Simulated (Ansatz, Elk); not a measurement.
**How far do independent atoms describe K2Mn?**

The structure of K2Mn used here is made up (a known structure type with other elements) and was relaxed beforehand with PBEsol. The aim is the Fourier transform of its all-electron density, F(hkl), set beside the sum over free spherical atoms that refinements use.

Program: Elk 11.2.3 (patched build). Level of theory: DFT, PBE, all-electron APW+lo, Dirac cores, scalar-relativistic bands, static density, ferromagnetic start. Results are calculated unless marked as measured.

The structure was built from a prototype and need not be the compound's stable phase.

### 1. Set-up

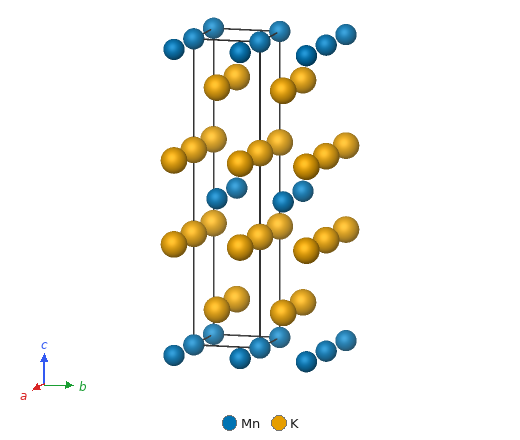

The cell as given, slightly off an axis (manganese blue, potassium orange). 2×2×1 cells are drawn. This picture shows the conventional cell, with its axes. Some periodic images of atoms are drawn too.

### 2. Ground state and structure factors

An all-electron density is needed, since X-rays see the cores too. Task 0 finds the density and task 195 Fourier-transforms it; tshift is off so that phases refer to the origin typed.

Contents of elk.in:

```
tasks
  0
  195
  196

xctype
  20

spinpol
  .true.

rgkmax
  7.0

gmaxvr
  14.0

lmaxo
  7

lmaxapw
  8

swidth
  0.002

tshift
  .false.

ramdisk
  .false.

hmaxvr
  5.5

maxscl
  120

epspot
  1e-06

reducebf
  0.8

sppath
  './'

avec
  -3.67343090735 3.67343090735 16.48099596920
  3.67343090735 -3.67343090735 16.48099596920
  3.67343090735 3.67343090735 -16.48099596920

atoms
  2
  'Mn.in'
  1
  -0.0000000000 -0.0000000000 0.0000000000   0.000000 0.000000 -0.225000
  'K.in'
  2
  0.3629147835 0.3629147835 -0.0000000000   0.000000 0.000000 0.000000
  0.6370852165 0.6370852165 -0.0000000000   0.000000 0.000000 0.000000

ngridk
  7 7 7
```

Command:

```console
$ OMP_NUM_THREADS=4 elk
```

Numbers of over 12 decimals in the logs are rounded to 6 here.

Output:

```text
┌─────────────────────────┐
│ Elk code version 11.2.3 │
└─────────────────────────┘

All units are atomic (Hartree, Bohr, etc.)

┌─────────────────────────────────────────────────┐
│ Ground-state run starting from atomic densities │
└─────────────────────────────────────────────────┘

Lattice vectors :
  -3.673430907       3.673430907       16.48099597
   3.673430907      -3.673430907       16.48099597
   3.673430907       3.673430907      -16.48099597

Reciprocal lattice vectors :
  0.2264202559E-16  0.8552202921      0.1906191021
  0.8552202921      0.2264202559E-16  0.1906191021
  0.8552202921      0.8552202921      0.7548530717E-18

Unit cell volume      :    889.5844769
Brillouin zone volume :   0.2788382890

Muffin-tin inner radius fraction :   0.1000000000E-01

Nuclei treated as point charges

Species : 1 (Mn)
 parameters loaded from : Mn.in
 name : manganese
 nuclear charge    :   -25.00000000
 electronic charge :    25.00000000
 atomic mass :    100145.9370
 muffin-tin radius :    2.400000000
 number of radial points in muffin-tin :    993
 inner part over the whole radius :   0.9953723401E-02
 number on inner part of muffin-tin    :    700
 approximate nuclear radius :   0.7074591925E-04
 number of mesh points to nuclear radius :    330
 atomic positions (lattice), magnetic fields (Cartesian) :
  1 :   0.00000000  0.00000000  0.00000000    0.00000000  0.00000000 -0.22500000

Species : 2 (K)
 parameters loaded from : K.in
 name : potassium
 nuclear charge    :   -19.00000000
 electronic charge :    19.00000000
 atomic mass :    71271.84090
 muffin-tin radius :    2.400000000
 number of radial points in muffin-tin :    993
 inner part over the whole radius :   0.9891652203E-02
 number on inner part of muffin-tin    :    697
 approximate nuclear radius :   0.6514746337E-04
 number of mesh points to nuclear radius :    319
 atomic positions (lattice), magnetic fields (Cartesian) :
  1 :   0.36291478  0.36291478  0.00000000    0.00000000  0.00000000  0.00000000
  2 :  -0.36291478 -0.36291478  0.00000000    0.00000000  0.00000000  0.00000000

Total number of atoms per unit cell :    3
Total muffin-tin volume :    173.7175074
 ratio of muffin-tin to unit cell volume :   0.1952793825

Spin treatment :
 spin-polarised
 global magnetic field (Cartesian) :    0.000000000       0.000000000       0.000000000
 collinear magnetisation in z-direction

Number of Bravais lattice symmetries :   16
Number of crystal symmetries         :   16
Crystal has inversion symmetry
Real symmetric eigensolver will be used

k-point grid :      7     7     7
k-point offset :    0.000000000       0.000000000       0.000000000
k-point set is reduced with full crystal symmetry group
Total number of k-points :       40

Muffin-tin radius times maximum |G+k| :    7.000000000
 using average radius
Maximum |G+k| for APW functions       :    2.916666667
Maximum (1/2)|G+k|²                   :    4.253472222
Maximum |G| for potential and density :    14.00000000
Constant for pseudocharge density :    8
 order of it for each species :   15  15
 order of it for pair densities of each species (exact exchange by exxq0 0: 16) :   10  10
Radial integration step length :    1

G-vector grid sizes :     80    80    80
Number of G-vectors :    41261

Maximum angular momentum used for
 APW functions            :    8
 outer part of muffin-tin :    7
 inner part of muffin-tin :    2

Total nuclear charge    :   -63.00000000
Total core charge       :    30.00000000
Total valence charge    :    33.00000000
Total excess charge     :    0.000000000
Total electronic charge :    63.00000000

Effective Wigner radius, rₛ :    1.499406350

Number of empty states         :     36
Total number of valence states :    106
Total number of core states    :     30

Third-order local-orbitals added for an l without core states : T
Total number of local-orbitals :     39

Exchange-correlation functional :     20     0     0
 Perdew-Burke-Ernzerhof, Phys. Rev. Lett. 77, 3865 (1996)
[...]
species : 1 (Mn)
   atom 1                    :    2.770219299
  species : 2 (K)
   atom 1                    :  -0.4242103082E-02
   atom 2                    :  -0.4242103082E-02
 total in muffin-tins        :    2.761735093
 total moment                :    2.846777017

RMS change in Kohn-Sham potential (target) :    2.504113294     (  0.1000000000E-05)
Absolute change in total energy (target)   :    1.158636686     (  0.1000000000E-03)

[... loops 3 to 33 left out ...]

┌──────────────────┐
│ Loop number : 34 │
└──────────────────┘

Energies :
 Fermi                       :     0.71284083703156E-01
 sum of occupied eigenvalues :     -1378.2928853193
 electron kinetic            :      2385.5755797191
 core electron kinetic       :      2196.7754739697
 Coulomb                     :     -4629.2424267509
 Coulomb potential           :     -3609.5288086753
 nuclear-nuclear             :     -266.70088099139
 electron-nuclear            :     -5120.6510337985
 Hartree                     :      758.10948803893
 Madelung                    :     -2824.4780224133
 xc potential                :     -154.00853879108
 xc effective B-field        :    -0.331112
 external B-field            :      0.000000
 exchange                    :     -116.54621442506
 correlation                 :     -2.593848
 electron entropic           :    -0.13934151290850E-02
 total energy                :     -2362.8083029812
 (external B-field energy excluded from total)

Density of states at Fermi energy :    103.4730744
 (states/Hartree/unit cell)

Estimated indirect band gap :   0.1812205585E-03
 from k-point 3 to k-point 7
Estimated direct band gap   :   0.3681795182E-02
 at k-point 7

Charges :
 core                        :    30.00000000
 valence                     :    33.00000000
 interstitial                :    4.412133987
 muffin-tins (core leakage)
  species : 1 (Mn)
[...]
species : 2 (K)
[...]
total in muffin-tins        :    58.58786601
 total calculated charge     :    62.99999367
 total charge                :    63.00000000
 error                       :   0.6325204033E-05

Moments :
 interstitial                :   0.2270798279
 muffin-tins
  species : 1 (Mn)
[...]
species : 2 (K)
[...]
total in muffin-tins        :    4.238036384
 total moment                :    4.465116212

RMS change in Kohn-Sham potential (target) :   0.7085332755E-06 (  0.1000000000E-05)
Absolute change in total energy (target)   :   0.6132536237E-04 (  0.1000000000E-03)

Convergence targets achieved

┌──────────────────┐
│ Loop number : 35 │
└──────────────────┘

Energies :
 Fermi                       :     0.71284130857436E-01
 sum of occupied eigenvalues :     -1378.2928807378
 electron kinetic            :      2385.5755617242
 core electron kinetic       :      2196.7754727684
 Coulomb                     :     -4629.2424158353
 Coulomb potential           :     -3609.5288329204
 nuclear-nuclear             :     -266.70088099139
 electron-nuclear            :     -5120.6509876038
 Hartree                     :      758.10945275981
 Madelung                    :     -2824.4779993751
 xc potential                :     -154.00849479843
 xc effective B-field        :    -0.331112
 external B-field            :      0.000000
 exchange                    :     -116.54621286799
 correlation                 :     -2.593848
 electron entropic           :    -0.13934139095204E-02
 total energy                :     -2362.8083084704
 (external B-field energy excluded from total)

Density of states at Fermi energy :    103.4730867
 (states/Hartree/unit cell)

Estimated indirect band gap :   0.1811206262E-03
 from k-point 3 to k-point 7
Estimated direct band gap   :   0.3681667734E-02
 at k-point 7

Charges :
 core                        :    30.00000000
 valence                     :    33.00000000
 interstitial                :    4.412135561
 muffin-tins (core leakage)
  species : 1 (Mn)
   atom 1                    :    23.40149674     ( -0.2246776507E-06)
  species : 2 (K)
   atom 1                    :    17.59318385     ( -0.1017001043E-06)
   atom 2                    :    17.59318385     ( -0.1017001043E-06)
 total in muffin-tins        :    58.58786444
 total calculated charge     :    62.99999367
 total charge                :    63.00000000
 error                       :   0.6325268032E-05

Moments :
 interstitial                :   0.2270807092
 muffin-tins
  species : 1 (Mn)
   atom 1                    :    4.257190085
  species : 2 (K)
   atom 1                    :  -0.9576444929E-02
   atom 2                    :  -0.9576444929E-02
 total in muffin-tins        :    4.238037196
 total moment                :    4.465117905

┌──────────────────────────────┐
│ Self-consistent loop stopped │
└──────────────────────────────┘

Wrote STATE.OUT
```

Run time: 4.7 min. Hardware: 4 threads of Arm Neoverse V1, shared host; peak memory 0.46 GiB.

SFACRHO.OUT:

```text

h k l indices transformed by vhmat matrix:
   1.000000000       0.000000000       0.000000000    
   0.000000000       1.000000000       0.000000000    
   0.000000000       0.000000000       1.000000000    

      h      k      l  multipl.   |H|            Re(F)            Im(F)           |F|

      0      0      0      1   0.0000000       63.000000     -0.38207237E-16   63.000000    
      1      1     -1      2  0.38123820       18.810440     -0.30863662E-14   18.810440    
      2      2     -2      2  0.76247641      -8.9128487     -0.26234112E-13   8.9128487    
     -1      0      1      8  0.87620625      0.95245507      0.46295492E-14  0.95245507    
     -1     -2      1      8   1.0287966       46.209757     -0.21604563E-13   46.209757    
     -3     -3      3      2   1.1437146       32.819759     -0.23147746E-13   32.819759    
      1     -1      0      4   1.2094641       48.206050     -0.41927039E-15   48.206050    
      1      1     -2      8   1.2681270       15.045170     -0.30863662E-14   15.045170    
     -3     -2      2      8   1.2805439       30.187277     -0.77159154E-14   30.187277    
      2      2     -1      8   1.4297461      -6.8953292     -0.21604563E-13   6.8953292    
      4      4     -4      2   1.5249528       39.113496      0.37036394E-13   39.113496    
      3      4     -3      8   1.5848811      -6.7490586     -0.22376155E-13   6.7490586    
     -4     -2      3      8   1.6645980       28.154873     -0.20061380E-13   28.154873    
     -1      1     -1      4   1.7104406       41.294969      0.33791654E-15   41.294969    
     -2      0      0      8   1.7524125       13.300076      -0.0000000       13.300076    
      1      3     -1      8   1.8726925      -5.4984398     -0.18518197E-13   5.4984398    
      5      5     -5      2   1.9061910      0.57578285     -0.26234112E-13  0.57578285    
      5      4     -5      8   1.9169217       13.866633     -0.46295492E-14   13.866633
```

Elk indexes on the primitive cell of elk.in and gives |H| = 4π sin θ/λ in inverse bohr. Below, one row stands for each form hkl of the conventional cell (m members, Friedel mates merged), F is for one primitive cell and the density is static (no thermal factor). Free-atom factors are Waasmaier and Kirfel's, and R is Σm||F|−|F'||/Σm|F|.

```csv
hkl,m,sin θ/λ (Å⁻¹),"abs F, DFT",neutral atoms,diff.
002,2,0.057,18.810,18.626,+0.184
004,2,0.115,8.913,9.039,-0.126
101,8,0.132,0.953,0.854,+0.098
103,8,0.155,46.210,46.220,-0.010
006,2,0.172,32.820,32.807,+0.013
110,4,0.182,48.206,48.188,+0.018
112,8,0.191,15.045,15.094,-0.049
105,8,0.193,30.187,30.282,-0.094
114,8,0.215,6.895,6.823,+0.072
008,2,0.229,39.114,39.151,-0.038
107,8,0.238,6.749,6.640,+0.109
116,8,0.250,28.155,28.145,+0.010
200,4,0.257,41.295,41.275,+0.020
202,8,0.264,13.300,13.334,-0.034
204,8,0.282,5.498,5.446,+0.053
0 0 10,2,0.287,0.576,0.647,-0.071
109,8,0.288,13.867,13.867,+0.000
211,16,0.289,1.463,1.487,-0.025
```

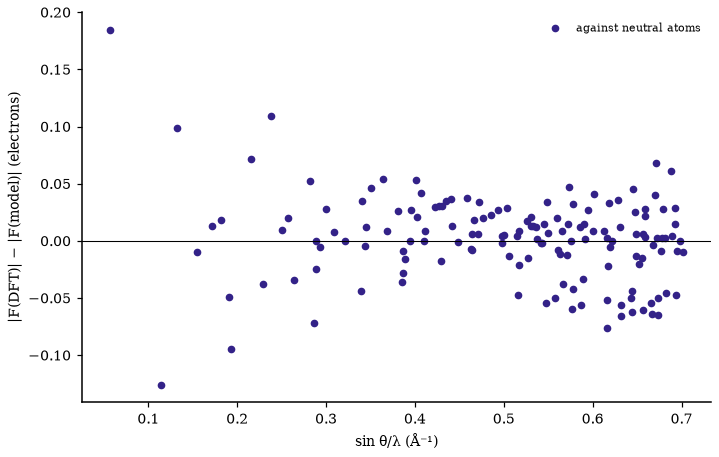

Difference between the calculated structure factors and the independent-atom ones.

### 3. The magnetisation density

The same run holds the spin density, and task 196 transforms it. The order is that of the start, and no other was tried.

SFACMAG_1.OUT:

```text

h k l indices transformed by vhmat matrix:
   1.000000000       0.000000000       0.000000000    
   0.000000000       1.000000000       0.000000000    
   0.000000000       0.000000000       1.000000000    

      h      k      l  multipl.   |H|            Re(F)            Im(F)           |F|

      0      0      0      1   0.0000000       4.4651181     -0.92973251E-18   4.4651181    
      1      1     -1      2  0.38123820       4.3888387     -0.52745515E-16   4.3888387    
      2      2     -2      2  0.76247641       3.8929313      0.46058137E-16   3.8929313    
     -1      0      1      8  0.87620625       3.6348774     -0.82885810E-17   3.6348774    
     -1     -2      1      8   1.0287966       3.3618916     -0.52745515E-17   3.3618916    
     -3     -3      3      2   1.1437146       3.0701099     -0.20344699E-16   3.0701099    
      1     -1      0      4   1.2094641       2.9358939     -0.14297848E-17   2.9358939    
      1      1     -2      8   1.2681270       2.8301318     -0.17330669E-16   2.8301318    
     -3     -2      2      8   1.2805439       2.8454738     -0.11302610E-16   2.8454738    
      2      2     -1      8   1.4297461       2.5399494     -0.18837684E-18   2.5399494    
      4      4     -4      2   1.5249528       2.3667261      0.10172349E-16   2.3667261    
      3      4     -3      8   1.5848811       2.2874916     -0.20721452E-16   2.2874916    
     -4     -2      3      8   1.6645980       2.1506515     -0.52745515E-17   2.1506515    
     -1      1     -1      4   1.7104406       2.0600154     -0.46646826E-18   2.0600154    
     -2      0      0      8   1.7524125       2.0057993      0.94188420E-17   2.0057993    
      1      3     -1      8   1.8726925       1.8413838      0.14599205E-16   1.8413838
```

The total moment is 4.47 μB a cell; sphere moments: Mn1 +4.26, K2 -0.01, K3 -0.01 μB. Polarised neutrons measure spin and orbital magnetisation together; without spin-orbit coupling the run gives the spin part. With nearly all of the moment on one atom, abs F_M/F_M(0) is close to a form factor, set here beside ⟨j0⟩ of the free Mn2+ ion, taken for comparison since the valence isn't defined:

```csv
hkl,sin θ/λ (Å⁻¹),abs F_M (μB),F_M/F_M(0),⟨j0⟩
002,0.057,4.389,0.983,0.964
004,0.115,3.893,0.872,0.866
101,0.132,3.635,0.814,0.829
103,0.155,3.362,0.753,0.774
006,0.172,3.070,0.688,0.731
110,0.182,2.936,0.658,0.705
112,0.191,2.830,0.634,0.682
105,0.193,2.845,0.637,0.678
114,0.215,2.540,0.569,0.619
008,0.229,2.367,0.530,0.583
107,0.238,2.288,0.512,0.560
116,0.250,2.151,0.482,0.530
200,0.257,2.060,0.461,0.513
202,0.264,2.006,0.449,0.498
```

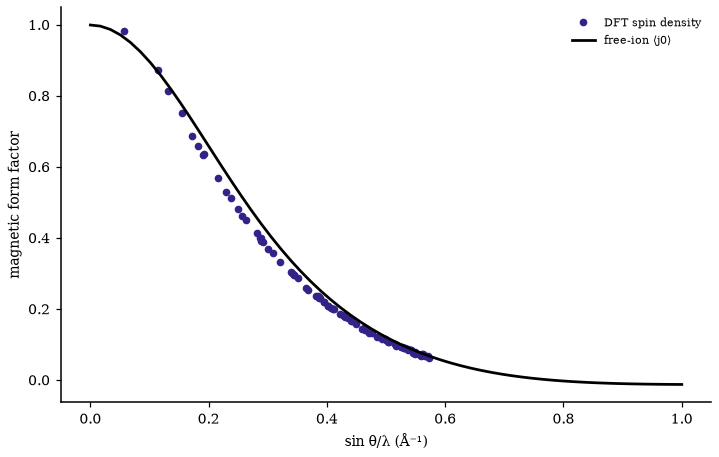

Magnetic form factor from the spin density.

### 4. The highest occupied states alone

An energy window below the Fermi level keeps the highest occupied states, to see at which angles they scatter; shallow core shells can lie inside it and anion s states outside. No new self-consistency is needed.

Edit elk.in of step 2 so:

```diff
@@ -1,5 +1,3 @@
 tasks
-  0
   195
-  196
 
@@ -44,2 +42,5 @@
 
+wsfac
+  -0.369710 0.371280
+
 sppath
```

Command:

```console
$ OMP_NUM_THREADS=4 elk
```

Output:

```text
┌─────────────────────────────────┐
│ Elk code version 11.2.3 started │
└─────────────────────────────────┘

Info(readinput): the functional depends on the density's gradient
 muffin-tin radial points multiplied by    2.00000
 (not where nrmtscf is given)

┌────────────────────┐
│ Current task : 195 │
└────────────────────┘

Info(sfacrho): density structure factors written to SFACRHO.OUT

 Energy window :  -0.3697100000      0.3712800000

┌──────────────────┐
│ Elk code stopped │
└──────────────────┘
```

Run time: 12 s. Hardware: 4 threads; peak memory 0.27 GiB; 16 s of CPU time.

States within 12 eV below the Fermi level hold 8.96 electrons; any levels below the window count with the cores. Their amplitudes can exceed the total, where window and core parts have opposite phase:

```csv
hkl,sin θ/λ (Å⁻¹),"abs F, window","abs F, all"
002,0.057,6.292,18.810
004,0.115,4.857,8.913
101,0.132,4.474,0.953
103,0.155,3.850,46.210
006,0.172,3.537,32.820
110,0.182,3.412,48.206
112,0.191,3.214,15.045
105,0.193,3.153,30.187
114,0.215,2.792,6.895
008,0.229,2.690,39.114
```

### 5. Another try

In this try the input is made faulty on purpose, to show what that does.

The input is changed as shown.

Edit elk.in of step 4 so:

```diff
@@ -1,3 +1,5 @@
 tasks
+  0
   195
+  196
 
@@ -42,5 +44,2 @@
 
-wsfac
-  -0.369710 0.371280
-
 sppath
@@ -63,3 +62,3 @@
 
-ngridk
+ngrid
   7 7 7
```

Command:

```console
$ OMP_NUM_THREADS=4 elk
```

Output:

```text
┌─────────────────────────────────┐
│ Elk code version 11.2.3 started │
└─────────────────────────────────┘

Error(readinput): invalid block name : ngrid
```

It took 0.01 s on 4 threads; peak memory 0.17 GiB.

The input was rejected at the start.

The program's message: “Error(readinput): invalid block name : ngrid”

A key was misspelt on purpose.

(Continued in part 2 of 2.)

[Logs are printed without paths, hosts, clocks, repeated set-up lines and the standing remarks that a program may print on its own settings, such as how far it seeks lower states.]

[Hosts, paths, dates, database ids (printed as entryN), source tags and the programs' standing remarks are cut or masked in the printed files.]
